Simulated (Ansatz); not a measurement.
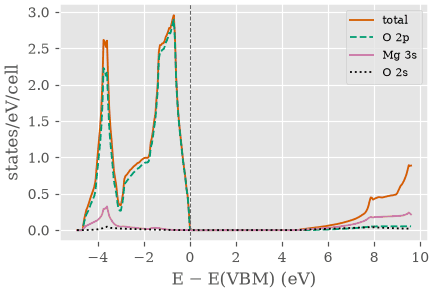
Total and projected density of states of MgO (rock salt, Fm-3m), the program Ansatz at the PBEsol level (PAW)

Task: Which orbitals carry the states next to the gap?

Result: Top 1 eV of the valence band: O 2p 98 %. Bottom 1 eV of the conduction band: Mg 3s 54 %, O 2s 35 %, O 2p 9 %. Projections are on Löwdin-orthogonalised atomic valence shells; empty p or d shells of many metals are not among them.

Task: Where is the tallest occupied peak in this window, and what makes it?

Result: Near -0.7 eV, about 3.0 states/eV per cell; the largest projected share is O 2p.

The cell was relaxed with PBEsol under the symmetry of its start.

Potentials: the later of the program's two PAW sets.
